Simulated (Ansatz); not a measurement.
## Electronic structure of Cl₂FH₂NZr in real space

The calculation's input:

```
crystal:
  periodic: [false, false, false]
  atoms:
    - { symbol: Zr, position_ang: [0.0, 0.0, 0.0] }
    - { symbol: F, position_ang: [0.0, 0.0, 1.98] }
    - { symbol: Cl, position_ang: [2.3764, 0.0, -0.8392] }
    - { symbol: "N", position_ang: [-1.0409, 1.8034, -0.7359] }
    - { symbol: H, position_ang: [-2.061, 1.7482, -1.0186] }
    - { symbol: H, position_ang: [-0.5204, 2.7241, -0.8065] }
    - { symbol: Cl, position_ang: [-1.1869, -2.0563, -0.8392] }
basis:
  gaussian: { orbitals: def2-SVP }
hamiltonian:
  xc: b3lyp
relax:
  f_tol: 0.02
  max_steps: 40
output:
  orbitals: {}
```

Launched as:

```sh
ansatz run input.yaml --threads 2 --pin off --max-ram 3072MiB --backend cpu --events-out ev --progress --plain --runs-dir out
```

The fields are those of the run's last geometry, not of the input's.

Core potentials replace the inner electrons of Zr.

Method: RKS B3LYP/def2-SVP (Ansatz).

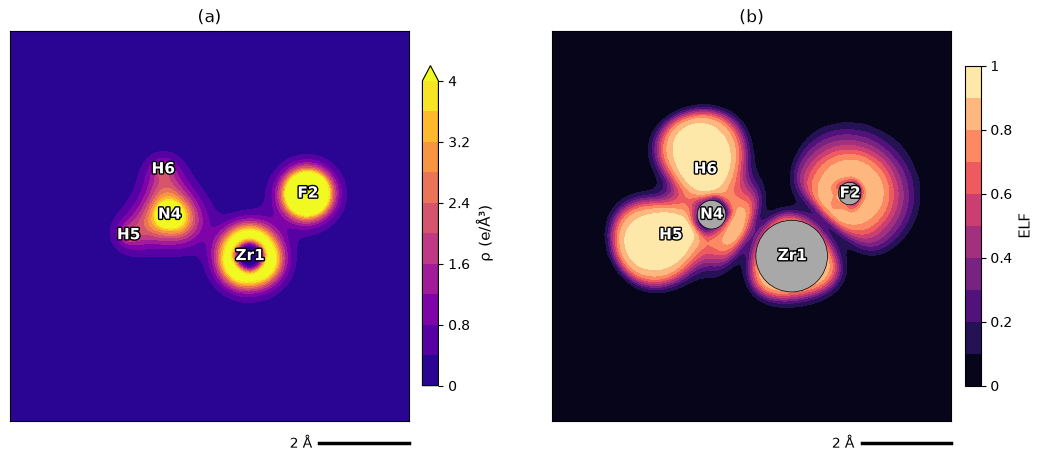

Figure 1. (a) electron density; (b) ELF on the plane of atoms Zr1, N4 and H6. Grey discs cover the atomic cores in the ELF map.

Q: What does the map show?

A: The plane passes through Zr, F, N and H nuclei. Zr–F (1.90 Å): ρ is about 0.94 e/Å³ halfway; the ELF peaks at about 0.80 in the valence shell of F, 0.5 Å from its nucleus, and drops to about 0.20 between the two atoms. Zr–N (2.01 Å): ρ at the midpoint is about 0.88 e/Å³; the ELF peaks at about 0.90 in the valence shell of N, 0.6 Å from its nucleus, and is about 0.30 at the midpoint. N–H (1.02 Å): ρ is about 2.7 e/Å³ halfway; the ELF climbs to about 1 towards the hydrogen, as it does in any bond to H: an ordinary covalent bond to hydrogen.

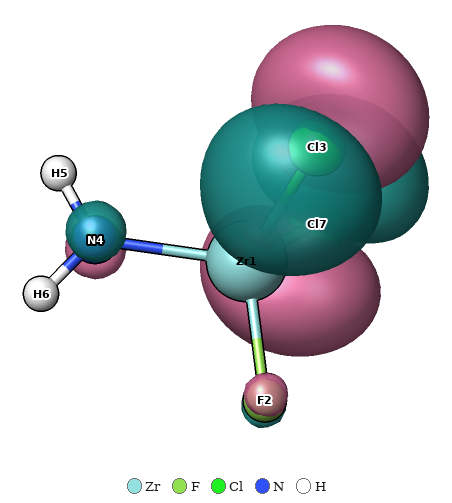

Figure 2. The HOMO−1 at ±0.08 Å⁻³ᐟ² (teal and pink are the two phases), seen from one side.

Q: Describe this orbital and give its energy.

A: It lies mainly on Cl3 (about 45 %) and Cl7 (about 45 %); largely a combination of lone pairs on Cl3 and Cl7. Its energy is −8.79 eV.
